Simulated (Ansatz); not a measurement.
**AlNH2Cl (SMILES [NH2][Al][Cl]): U-wB97M-V/aug-cc-pVDZ**

Aim: the electronic atomisation energy of AlNH2Cl at U-wB97M-V/aug-cc-pVDZ, from 5 runs. 

Program for the calculation: Ansatz 0.2.0.

71 further runs of the same task are left out: 71 set aside as unsound or not needed.

## 1. The molecule

AlNH2Cl has 5 atoms, charge 0, and is taken as a doublet. As SMILES, `[NH2][Al][Cl]`. The coordinates come from a PBE0-D4/def2-TZVP relaxation. This is one conformer, not always the lowest.

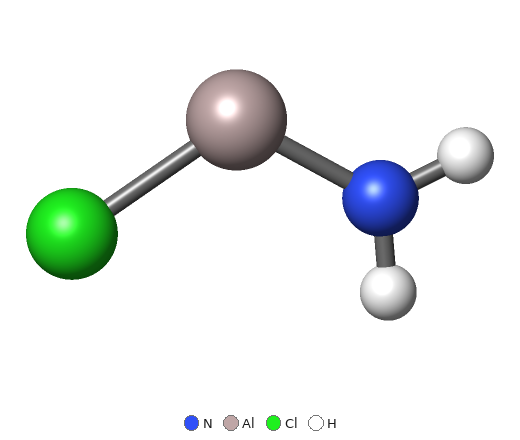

Viewed from a chosen angle; nitrogen blue, aluminium light grey, chlorine green, hydrogen white.

## 2. A single-point energy at U-wB97M-V/aug-cc-pVDZ

run.yaml

```yaml
crystal:
  periodic: [false, false, false]
  atoms:
    - {symbol: "N", position_ang: [-0.549400, 0.461700, -0.232000]}
    - {symbol: Al, position_ang: [0.402600, -0.291600, 1.049100]}
    - {symbol: Cl, position_ang: [1.907000, -1.649700, 0.440800]}
    - {symbol: H, position_ang: [-1.293600, 1.123300, -0.083500]}
    - {symbol: H, position_ang: [-0.416600, 0.282700, -1.215900]}
basis:
  gaussian:
    orbitals: aug-cc-pVDZ
output:
  orbitals: {seedname: orbitals}
magnetization:
  spin_polarized: true
  initial_magnetization: 1
accuracy: high
hamiltonian:
  xc: {name: wB97M-V}
```

Run with:

```
$ ansatz run run.yaml --threads 1 --pin off --max-ram 3480MiB --events-out events.jsonl --progress --plain --runs-dir runs
```

The program printed:

```text
Warning: RAYON_NUM_THREADS=1 ignored (pool sized by the plan → 1); use --threads N
Functional definition: wB97M-V
  name "wB97M-V"
  parameter omega = 0.3/bohr
  parameter cx = 0.15
  parameter cx01 = 1.007
  parameter cx10 = 0.259
  parameter css00 = 0.443
  parameter css04 = -1.437
  parameter css10 = -4.535
  parameter css20 = -3.390
  parameter css43 = 4.278
  parameter cos00 = 1.000
  parameter cos10 = 1.358
  parameter cos20 = 2.924
  parameter cos21 = -8.812
  parameter cos60 = -1.390
  parameter cos61 = 9.142
  parameter b = 6.0
  parameter c = 0.01
  gx(w, u) = 1 - cx + cx01*u + cx10*w
  gss(w, u) = css00 + css04*u^4 + css10*w + css20*w^2 + css43*w^4*u^3
  gos(w, u) = cos00 + cos10*w + (cos20 + cos21*u)*w^2 + (cos60 + cos61*u)*w^6
  exchange = spin_sum(e_x_unif_sr(omega)*gx(b97_w, b97_u_x)) + cx*exact_x_sr(omega) + exact_x_lr(omega)
  correlation = spin_sum(e_c_pw_mod_same_spin*gss(b97_w, b97_u_same))
      + integral(e_c_pw_mod_opposite_spin*gos(b97_w_opposite, b97_u_opposite)) + vv10(b, c)
1868 factors; integrals over basis functions are off by at most 3.7e-9 eV
487 factors; integrals over basis functions are off by at most 2.0e-9 eV
mean field evaluation 1: about -20635.8429 eV, gradient 3.9e1 eV
mean field evaluation 2: about -20633.6935 eV, gradient 4.5e1 eV
mean field evaluation 4: about -20642.6002 eV, gradient 1.3e0 eV
mean field evaluation 8: about -20642.6583 eV, gradient 3.5e-2 eV
mean field evaluation 16: about -20642.6583 eV, gradient 7.3e-5 eV
mean field -20642.65828293 eV, -758.6036998012 hartree, gradient 1.4e-8 eV, S^2 0.751003; 0 other end points of the search recorded, 0 dependent functions left out
reference -20642.65828886 eV, -758.6037000192 hartree; 20, 19 occupied and 75, 76 virtual orbitals, 1868 factors
Total energy: -20642.65828886 eV, -758.6037000192 hartree
```

It took 3.1 min on 1 thread of Arm Neoverse N1, shared host; peak memory 1 GiB.

## 3. The Al atom

molecule.yaml

```yaml
crystal:
  periodic: [false, false, false]
  atoms:
    - {symbol: Al, position_ang: [0.000000, 0.000000, 0.000000]}
basis:
  gaussian: {orbitals: aug-cc-pVDZ}
hamiltonian: {xc: {name: wB97M-V}}
magnetization: {spin_polarized: true, initial_magnetization: 1}
accuracy: high
```

Run the same way, it converges to -242.34708 Eh (log not shown).

## 4. The Cl atom

job.yaml

```yaml
basis:
  gaussian:
    orbitals: aug-cc-pVDZ
crystal:
  periodic: [false, false, false]
  atoms:
    - {symbol: Cl, position_ang: [0.000000, 0.000000, 0.000000]}
magnetization:
  spin_polarized: true
  initial_magnetization: 1
hamiltonian:
  xc: {name: wB97M-V}
accuracy: high
```

Run the same way, it converges to -460.12090 Eh (log not shown).

## 5. The H atom at the same level

run.yaml

```yaml
crystal:
  periodic: [false, false, false]
  atoms:
    - {symbol: H, position_ang: [0.000000, 0.000000, 0.000000]}
basis:
  gaussian:
    orbitals: aug-cc-pVDZ
magnetization:
  spin_polarized: true
  initial_magnetization: 1
hamiltonian:
  xc: {name: wB97M-V}
accuracy: high
```

Run the same way, it converges to -0.49284 Eh (log not shown).

## 6. The N atom at the same level

molecule.yaml

```yaml
crystal:
  periodic: [false, false, false]
  atoms:
    - {symbol: "N", position_ang: [0.000000, 0.000000, 0.000000]}
basis:
  gaussian: {orbitals: aug-cc-pVDZ}
magnetization: {spin_polarized: true, initial_magnetization: 3}
hamiltonian: {xc: {name: wB97M-V}}
accuracy: high
```

Run with:

```
$ ansatz run molecule.yaml --threads 1 --pin off --max-ram 3480MiB --events-out events.jsonl --progress --plain --runs-dir runs
```

The program printed, shortened:

```text
Warning: RAYON_NUM_THREADS=1 ignored (pool sized by the plan → 1); use --threads N
[... 2 set-up lines as earlier in the session ...]
[...]
  gx(w, u) = 1 - cx + cx01*u + cx10*w
  gss(w, u) = css00 + css04*u^4 + css10*w + css20*w^2 + css43*w^4*u^3
  gos(w, u) = cos00 + cos10*w + (cos20 + cos21*u)*w^2 + (cos60 + cos61*u)*w^6
[...]
      + integral(e_c_pw_mod_opposite_spin*gos(b97_w_opposite, b97_u_opposite)) + vv10(b, c)
194 factors; integrals over basis functions are off by at most 2.5e-9 eV
94 factors; integrals over basis functions are off by at most 1.4e-9 eV
[...]
mean field -1485.27011245 eV, -54.5826698801 hartree, gradient 1.2e-8 eV, S^2 3.753006; 0 other end points of the search recorded, 0 dependent functions left out
reference -1485.27011517 eV, -54.5826699802 hartree; 5, 2 occupied and 18, 21 virtual orbitals, 194 factors
Total energy: -1485.27011517 eV, -54.5826699802 hartree
```

It took 4.2 s on 1 thread of Arm Neoverse N1, shared host; peak memory 0.16 GiB.

## 7. Results

Level: U-wB97M-V/aug-cc-pVDZ.

| quantity | value |
| --- | --- |
| molecule: total energy | -758.60370 Eh |
| molecule: HOMO energy (highest over α and β) | -7.87 eV |
| molecule: LUMO energy (lowest over α and β) | -1.35 eV |
| molecule: ⟨S²⟩ | 0.751 |
| Al atom: total energy | -242.34708 Eh |
| Al atom: ⟨S²⟩ | 0.751 |
| Cl atom: total energy | -460.12090 Eh |
| Cl atom: ⟨S²⟩ | 0.752 |
| H atom: total energy | -0.49284 Eh |
| H atom: ⟨S²⟩ | 0.750 |
| N atom: total energy | -54.58267 Eh |
| N atom: ⟨S²⟩ | 3.753 |
| electronic atomisation energy | 15.439 eV |

**Reading.** Taking the molecule apart into free atoms costs 15.44 eV (356 kcal/mol), before zero-point energy and without spin-orbit coupling.
